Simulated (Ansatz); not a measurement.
# Correcting a cheap level on molecular compounds of Cd

The vertical ionisation energy (cation less neutral) in eV of 7 molecular compounds of Cd: x at wB97M-V/def2-TZVPP, y at CCSD(T)/def2-TZVPP. Shapes, held fixed at every level: PBE0-D4/def2-TZVP. Programs: Ansatz 0.2.0.

| molecule | x (eV) | y (eV) |
| --- | --- | --- |
| Cd(NH2)(OH) | 9.42 | 9.32 |
| Cd(NH2)F | 9.85 | ? |
| Cd(CH3)(OH) | 10.09 | 10.01 |
| CdSi2H6O2 (SMILES [SiH3][O][Cd][O][SiH3]) | 10.55 | 10.64 |
| Cd(OH)Cl | 10.88 | 10.81 |
| CdBrF (SMILES [F][Cd][Br]) | 11.08 | 11.03 |
| CdCl2 (SMILES [Cl][Cd][Cl]) | 11.51 | 11.40 |

Task: Fit y = c + s·x to the known rows and predict y for Cd(NH2)F.

Result: 
1. Means of the 6 rows: x = 10.5883, y = 10.535.
2. Σ(Δx)² = 2.7911, Σ(Δx·Δy) = 2.798, so the slope is 2.798/2.7911 = 1.0025.
3. Intercept: 10.535 − (1.0025) × 10.5883 = -0.080. The largest residual of the fit is 0.14.
4. Cd(NH2)F: -0.080 + 1.0025 × 9.85 = 9.79 eV.

CCSD(T)/def2-TZVPP gives 9.78 eV, so the prediction is off by +0.01 eV, within the largest residual. Uncorrected, wB97M-V/def2-TZVPP misses Cd(NH2)F by +0.07 eV, and the other rows by 0.08 on average. The line removes about 85 % of this miss, partly by chance. Left out in turn, the other rows are missed by 0.08 eV on average, hardly better than no correction. Cations run unrestricted. For atoms past krypton def2 sets carry core potentials with scalar relativity. Relativity is left out for Br. Outer-core shells of Br, Cd are correlated, in sets that cover them unevenly.

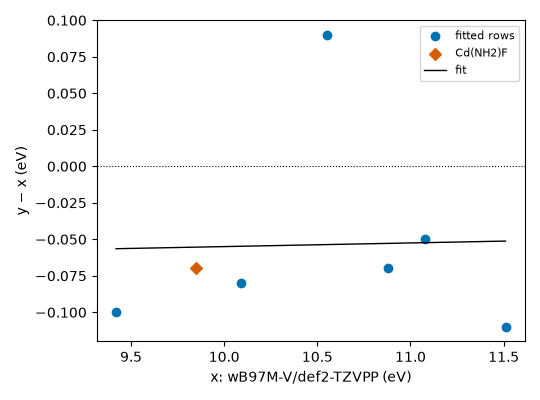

The correction y − x against x, with the fitted line and the withheld molecule.
